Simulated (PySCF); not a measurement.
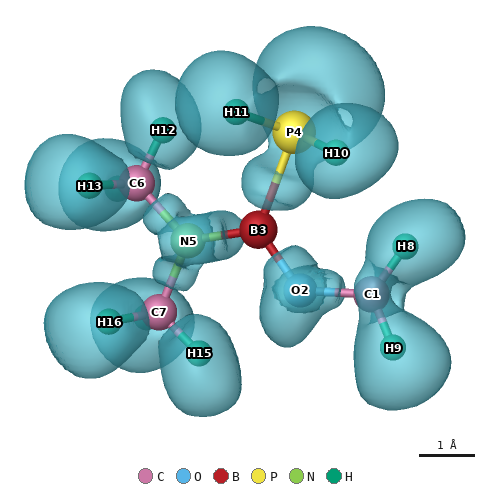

Figure. C3H10BNOP (SMILES [CH2]OB(P)N(C)C) (doublet). Isosurface of the electron localisation function at 0.75 (cyan), seen at a tilt. Core shells and regions of very low density are left out.

Geometry: GFN2-xTB.

These are results of PySCF, UKS B3LYP, pcH-1 on B C H N O P, non-relativistic, mean-field spin-orbit, GIAO, not measurements.

Input file:

```
{"job": {"kind": "epr", "basis": "pcH-1"}, "charge": 0, "multiplicity": 2}
C     -2.553369     0.910449    -0.921721
O     -1.312614     0.905042    -0.439991
B     -0.528699    -0.169989    -0.137244
P     -1.221723    -1.987007    -0.103112
N      0.828940     0.096122     0.111690
C      1.829498    -0.908824     0.376530
C      1.376111     1.435395     0.114268
H     -3.023304     0.002896    -1.259532
H     -3.038194     1.865051    -0.978744
H     -2.467644    -1.655151     0.399496
H     -0.742231    -2.309336     1.154129
H      1.409087    -1.903198     0.234343
H      2.206303    -0.823316     1.401815
H      2.673185    -0.787158    -0.309409
H      0.579498     2.151015    -0.064407
H      1.843698     1.650446     1.079960
H      2.134462     1.539594    -0.667981
```

Run with:

```sh
OMP_NUM_THREADS=1 python probes_run.py task.json out
```

Describe the localisation domains.

At this value the surface marks out six regions around hydrogen nuclei, one region on N in which the atom's valence shell and bonds are merged, one region on O in which the atom's valence shell and bonds are merged, one joined region spread over several atoms (C, H), in which their bonds and any lone pairs are merged and one joined region spread over several atoms (H, P), in which their bonds and any lone pairs are merged.

Values along the shortest contacts:
C–O (1.33 Å): the ELF peaks at about 0.90 between the atoms: a shared but strongly polarised pair. B–O (1.36 Å): the ELF peaks at about 0.90 between the atoms: a short, strongly polar bond.
